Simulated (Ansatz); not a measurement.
FH₃OSi···PH₃

Input

```
crystal:
  periodic: [false, false, false]
  atoms:
    - { symbol: Si, position_ang: [0.0, 0.0, 0.0] }
    - { symbol: H, position_ang: [0.0, 0.0, 1.81] }
    - { symbol: O, position_ang: [1.5842, 0.0, -0.5594] }
    - { symbol: H, position_ang: [1.9006, -0.9521, -0.6761] }
    - { symbol: H, position_ang: [-0.6877, 1.1914, -0.4862] }
    - { symbol: F, position_ang: [-0.7489, -1.2974, -0.5295] }
    - { symbol: P, position_ang: [1.3006, 1.9614, 0.782] }
    - { symbol: H, position_ang: [2.3929, 1.5203, 1.5749] }
    - { symbol: H, position_ang: [1.7909, 2.6825, -0.3388] }
    - { symbol: H, position_ang: [0.5245, 0.791, 1.8858] }
basis:
  gaussian: { orbitals: "6-31G*" }
hamiltonian:
  xc: r2scan
  dispersion: d4
relax:
  f_tol: 0.15
  max_steps: 25
  restrain:
    - { distance: [0, 6], at: 3.38, k: 30.0 }
    - { distance: [9, 1], at: 1.86, k: 30.0 }
    - { distance: [0, 1], at: 1.46, k: 30.0 }
    - { distance: [9, 6], at: 1.42, k: 30.0 }
output:
  orbitals: {}
```

Run with:

```sh
ansatz run input.yaml --threads 2 --pin off --max-ram 3072MiB --backend cpu --events-out ev --progress --plain --runs-dir out
```

The fields are those of the run's last geometry, not of the input's.

Not at a stationary point (largest force 0.7 eV/Å).

The calculation used Ansatz 0.2.0, RKS r2SCAN-D4/6-31G*.

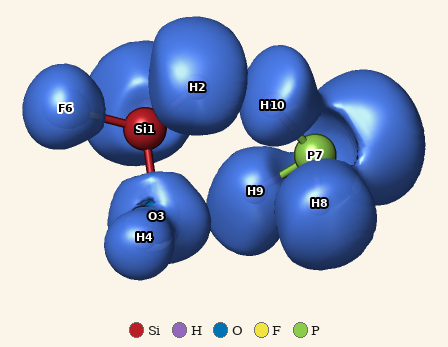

Figure 1. Isosurface of the electron localisation function at 0.75 (blue), seen at a tilt. Only the valence region is drawn (cores and ρ < 0.01 e/Å³ removed).

> Where are the electrons localised?

The surface consists of two regions around hydrogen nuclei, one region wrapped around F (its lone pairs, merged into a ring or cap), one joined region spread over several atoms (H, O), in which their bonds and any lone pairs are merged and one joined region spread over several atoms (H, P), in which their bonds and any lone pairs are merged. Profiles from the grid: Si1···H10 (2.45 Å): the ELF dips to about 0.10 between them. Si–F (1.61 Å): the ELF peaks at about 0.80 in the valence shell of F, 0.6 Å from its nucleus, and is about 0.50 at the midpoint.

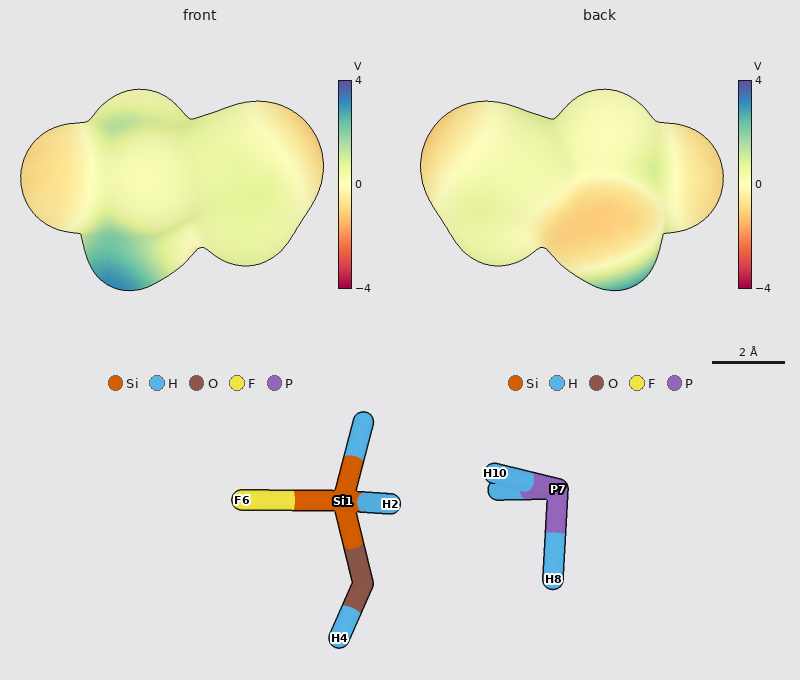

Figure 2. The molecular electrostatic potential painted on the density surface at 0.002 e/bohr³, seen from the front and from behind; red is negative and blue positive. The bare structure is drawn below in the same view.

> Which sites attract a positive test charge, and which a negative one?

A positive charge is drawn to the negative regions and a negative charge to the positive ones. The most negative region (about −1.1 V) lies over O3 and P7, the most positive (about +3.0 V) over H4.

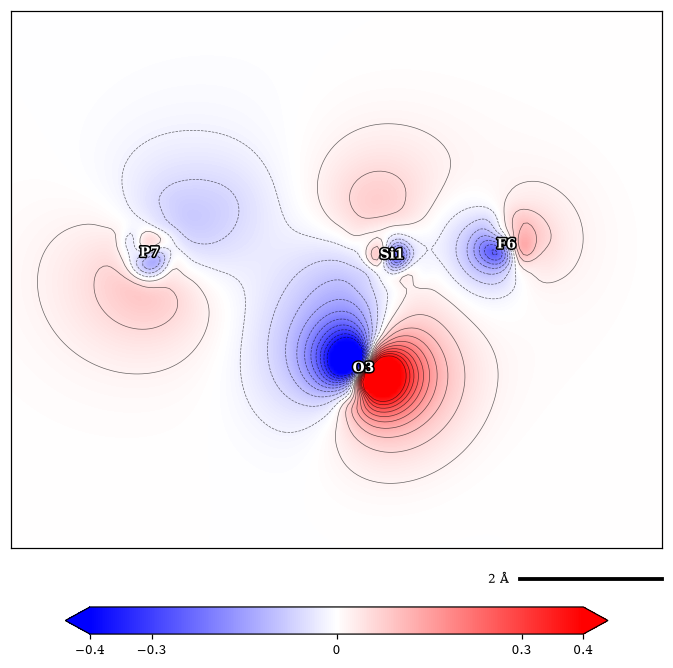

Figure 3. The HOMO−1 on the plane of atoms O3, Si1 and F6 (values in Å⁻³ᐟ²; the overall sign is arbitrary).

> Where does this orbital lie, and at what energy?

It lies mainly on O3 (about 40 %), Si1 (about 20 %), H2 (about 20 %) and H5 (about 10 %). Its energy is −7.89 eV.
